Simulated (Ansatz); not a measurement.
# CH3AlF2 (SMILES [CH3][Al]([F])[F]) at RPA@PBE0/def2-SVPD

Aim: the energy change on altering one bond length of CH3AlF2 at RPA@PBE0/def2-SVPD, from 2 runs. 

Program for the calculation: Ansatz 0.2.0.

46 further runs of the same task are left out: 46 set aside as unsound or not needed.

### 1 The molecule

CH3AlF2 has 7 atoms, charge 0, and is taken as a singlet. SMILES: `[CH3][Al]([F])[F]`. Geometry: relaxed at PBE0-D4/def2-TZVP.

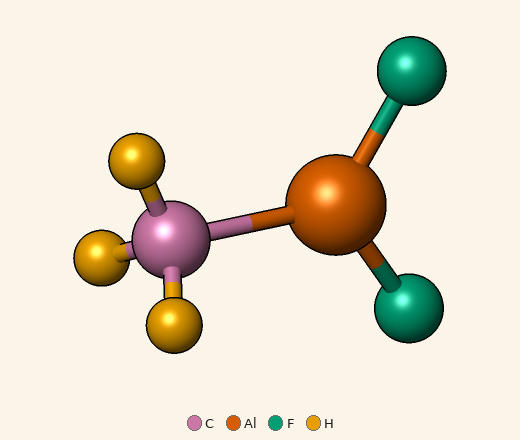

Viewed from a chosen angle; carbon pink, aluminium orange, fluorine teal, hydrogen amber.

### 2 The energy at RPA@PBE0/def2-SVPD

Contents of in.yaml:

```yaml
crystal:
  periodic: [false, false, false]
  atoms:
    - {symbol: C, position_ang: [-0.253600, 0.825900, -0.238700]}
    - {symbol: Al, position_ang: [0.293100, -0.956200, 0.245500]}
    - {symbol: F, position_ang: [1.513200, -1.219500, 1.315500]}
    - {symbol: F, position_ang: [-0.423400, -2.297600, -0.378600]}
    - {symbol: H, position_ang: [-1.075800, 0.816000, -0.956100]}
    - {symbol: H, position_ang: [-0.573400, 1.384500, 0.645100]}
    - {symbol: H, position_ang: [0.581100, 1.378900, -0.678200]}
basis:
  gaussian: {orbitals: def2-SVPD}
hamiltonian: {xc: {name: PBE0}}
correlation: {method: rpa, frozen_orbitals: {Al: 5, C: 1, F: 1, H: 0}}
accuracy: high
```

Command:

```console
$ ansatz run in.yaml --threads 1 --pin off --max-ram 3480MiB --events-out events.jsonl --progress --plain --runs-dir runs
```

Log:

```text
Warning: RAYON_NUM_THREADS=1 ignored (pool sized by the plan → 1); use --threads N
Functional definition: PBE0
  name "PBE0"
  parameter a = 0.25
  parameter kappa = 0.804
  parameter beta = 0.06672455060314922
  exchange = (1 - a)*pbe_x(kappa = kappa, mu = beta*pi^2/3) + a*exact_x
  correlation = pbe_c(beta = beta)
2236 factors; integrals over basis functions are off by at most 3.2e-9 eV
mean field evaluation 1: about -13096.9096 eV, gradient 6.4e1 eV
mean field evaluation 2: about -13096.9817 eV, gradient 6.4e1 eV
mean field evaluation 4: about -13104.5396 eV, gradient 9.5e0 eV
mean field evaluation 8: about -13104.7255 eV, gradient 1.6e-1 eV
mean field evaluation 16: about -13104.7255 eV, gradient 6.7e-6 eV
mean field -13104.72552331 eV, -481.5897802796 hartree, gradient 3.6e-8 eV, S^2 0.000000; 0 other end points of the search recorded, 0 dependent functions left out
8 core orbitals not correlated: weight in the atoms' cores, before any rotation towards them, 1.000 or more for the frozen orbitals, at most 0.000 for the correlated occupied ones
reference -13069.86847231 eV, -480.3088072825 hartree; 12, 12 occupied and 94, 94 virtual orbitals, 2236 factors
Total energy: -13093.02946988 eV, -481.1599582438 hartree
```

Run time: 17 s. Hardware: 1 thread of Arm Neoverse V1, shared host; peak memory 0.4 GiB.

### 3 The distorted shape

Contents of input.yaml:

```yaml
crystal:
  periodic: [false, false, false]
  atoms:
    - {symbol: C, position_ang: [0.002233, 0.379033, -0.945720]}
    - {symbol: Al, position_ang: [0.548933, -1.403067, -0.461520]}
    - {symbol: F, position_ang: [1.769033, -1.666367, 0.608480]}
    - {symbol: F, position_ang: [-0.167567, -2.744467, -1.085620]}
    - {symbol: H, position_ang: [-0.819967, 0.369133, -1.663120]}
    - {symbol: H, position_ang: [-0.573400, 1.384500, 0.645100]}
    - {symbol: H, position_ang: [0.836933, 0.932033, -1.385220]}
basis:
  gaussian: {orbitals: def2-SVPD}
hamiltonian: {xc: {name: PBE0}}
correlation: {method: rpa, frozen_orbitals: {Al: 5, C: 1, F: 1, H: 0}}
accuracy: high
```

Command:

```console
$ ansatz run input.yaml --threads 1 --pin off --max-ram 3480MiB --events-out events.jsonl --progress --plain --runs-dir runs
```

Log, cut to the lines that bear on the results:

```text
Warning: RAYON_NUM_THREADS=1 ignored (pool sized by the plan → 1); use --threads N
[... 2 set-up lines as earlier in the session ...]
[...]
2276 factors; integrals over basis functions are off by at most 3.5e-9 eV
[...]
mean field -13101.25105687 eV, -481.4620959932 hartree, gradient 9.1e-8 eV, S^2 0.000000; 0 other end points of the search recorded, 0 dependent functions left out
8 core orbitals not correlated: weight in the atoms' cores, before any rotation towards them, 1.000 or more for the frozen orbitals, at most 0.000 for the correlated occupied ones
reference -13065.97551463 eV, -480.1657437265 hartree; 12, 12 occupied and 94, 94 virtual orbitals, 2276 factors
Total energy: -13089.73195099 eV, -481.0387766600 hartree
```

Run time: 19 s. Hardware: 1 thread of Arm Neoverse V1, shared host; peak memory 0.43 GiB.

### 4 Summary of results

At RPA@PBE0/def2-SVPD, 8 core orbitals frozen:

| quantity | value |
| --- | --- |
| first shape: total energy | -481.15996 Eh |
| first shape: RPA correlation energy (valence) | -851.2 mEh |
| distorted shape: total energy | -481.03878 Eh |
| distorted shape: RPA correlation energy (valence) | -873.0 mEh |
| energy change with the C1–H6 bond stretched from 1.093 to 1.968 Å | 3.298 eV |

What this shows: With the C1–H6 bond stretched from 1.093 to 1.968 Å the energy rises by 3.30 eV (76 kcal/mol). The first shape isn't relaxed at this level, so the change isn't measured from a minimum.
